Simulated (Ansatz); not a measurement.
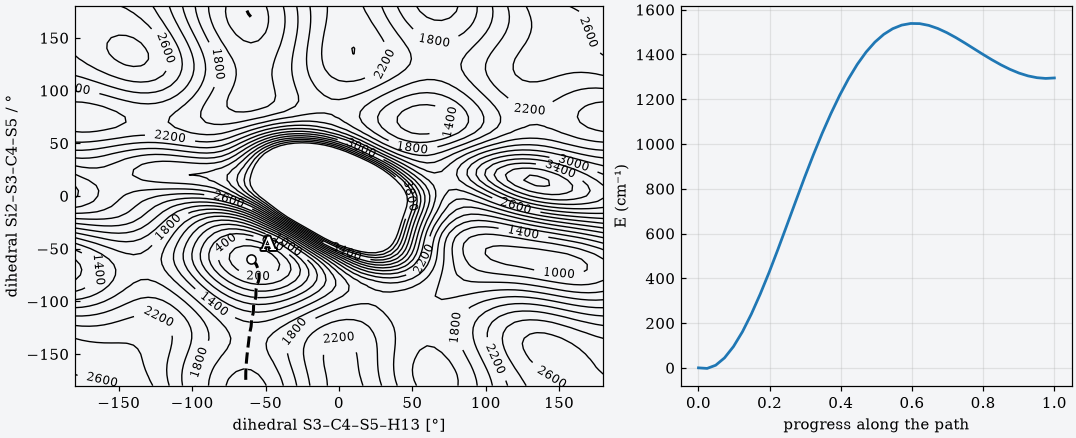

CH8S2Si2, SMILES [SiH3][SiH2]SCS. 
- Coordinates scanned: (1) dihedral S3–C4–S5–H13; (2) dihedral Si2–S3–C4–S5.
- Nothing is relaxed (all other coordinates rigid).
- The grid has 18 × 18 points.
- Energies: cm⁻¹, counted from the lowest grid point.
- Computed with Ansatz, RHF/def2-SVP.

In the figure: contour lines labelled in cm⁻¹ (none above 4000), a line along the lowest path, the energy along the path at the right, the start A. Between grid points the surface is interpolated.

**Describe the path and its barrier.**

The easiest path leads from the well at dihedral S3–C4–S5–H13 = −60°, dihedral Si2–S3–C4–S5 = −60° to the well at about dihedral S3–C4–S5–H13 = −60°, dihedral Si2–S3–C4–S5 = 170°, about 1300 cm⁻¹ higher. Its highest point lies about 1500 cm⁻¹ above the bottom of the first well on the interpolated surface, at dihedral S3–C4–S5–H13 = −60°, dihedral Si2–S3–C4–S5 = −140°. Seen from the upper well the barrier is about 240 cm⁻¹. The start is the relaxed structure and all else is held, so a fully relaxed path at this level can only be lower.
